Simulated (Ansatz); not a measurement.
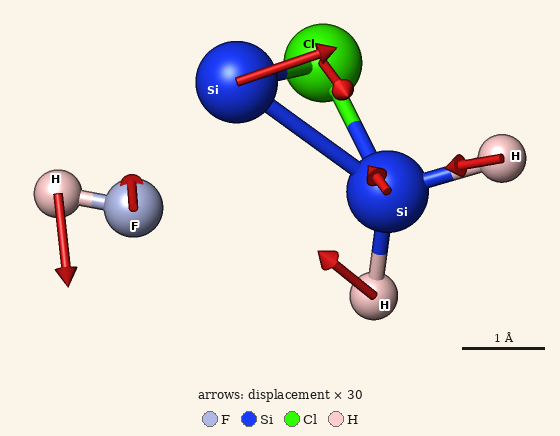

This is a relaxation of Si$_{2}$H$_{3}$ClF (charge +1). The starting structure is drawn; red arrows show the displacements, magnified 30 times. The two geometries are superimposed by the best rigid fit.

Style: ball-and-stick. Shown face on.

It is one of the separated reactants of a reaction.

Theory: RKS PBE0-D4/def2-TZVP (Ansatz 0.2.0).

Input file:
```yaml
crystal:
  periodic: [false, false, false]
  atoms:
    - {symbol: F, position_ang: [-1.678289, -1.562186, 0.287044]}
    - {symbol: Si, position_ang: [-1.241403, 0.523438, -0.034471]}
    - {symbol: Si, position_ang: [1.042211, -0.010326, 0.432012]}
    - {symbol: Cl, position_ang: [0.303107, -0.030123, -1.699331]}
    - {symbol: H, position_ang: [-2.527494, -1.907269, 0.030393]}
    - {symbol: H, position_ang: [2.097039, 1.048800, 0.471479]}
    - {symbol: H, position_ang: [1.504432, -1.411835, 0.681809]}
basis:
  gaussian: {orbitals: def2-TZVP}
total_charge: 1
hamiltonian: {xc: pbe0, dispersion: d4}
relax: {f_tol: 0.005, max_steps: 200}
```

Command:
```bash
ansatz run in.yaml --threads 2 --pin off --events-out ev --progress --plain --max-ram 4352MiB
```

### What happened in the run?

Over 7 geometry steps the energy falls by 0.043 eV. The largest force component goes from 0.77 to 0.0024 eV/Å. Si2 moves most after the best rigid fit: 0.044 Å. By element the largest moves are Si 0.044 Å, Cl 0.039 Å, H 0.039 Å, F 0.032 Å. Near-neighbour distances that change, for instance: Si2–Cl4 2.337 → 2.284 Å, Si3–Cl4 2.256 → 2.203 Å, F1–Si2 2.155 → 2.190 Å, Si2–Si3 2.391 → 2.357 Å.
